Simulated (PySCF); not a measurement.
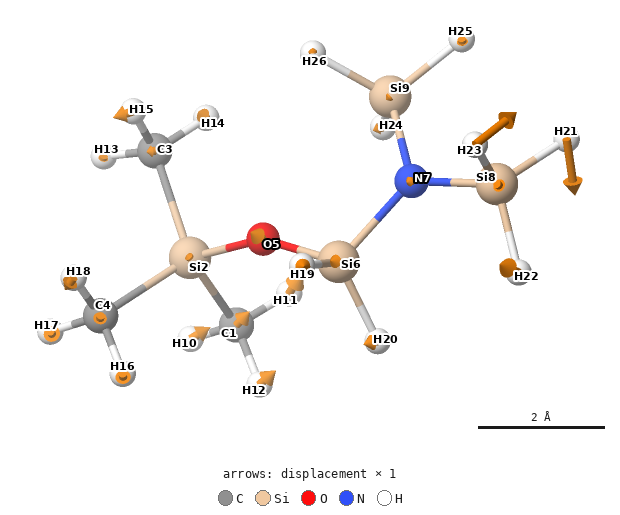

A relaxation of C$_{3}$H$_{17}$NOSi$_{4}$. The starting structure is drawn; orange arrows show the displacements, at their true length. The two geometries are superimposed by the best rigid fit.

The picture is a ball-and-stick view, seen at a tilt.

The start comes from GFN2-xTB.

All numbers below come from PySCF 2.14.0, density-fitted response routines, PBE0-D3(BJ)/def2-SVP geometry optimisation, gas phase. 

Which element moves most?

Answer. Hydrogen: up to 1.03 Å, against 0.34 Å for carbon.

Describe the change and its energy.

Answer. After 18 geometry steps the energy has fallen by 6.32 kcal/mol. The largest force component goes from 1.5 to 0.019 eV/Å. The largest moves after the best rigid fit, 1.03 Å, are those of H21 and H23. By element the largest moves are H 1.03 Å, C 0.34 Å, O 0.33 Å, Si 0.21 Å, N 0.11 Å. Among the contacts that change: Si2–O5 1.634 → 1.680 Å, O5–Si6 1.610 → 1.646 Å, Si2–C4 1.906 → 1.871 Å, Si6–H20 1.463 → 1.497 Å. Among the angles between lasting bonds that change: Si2–O5–Si6 156.2° → 147.6°, H19–Si6–H20 112.8° → 108.7°, N7–Si8–H21 108.1° → 111.9°. Groups turn about N7–Si8 by about 30°, O5–Si6 by about 25°.
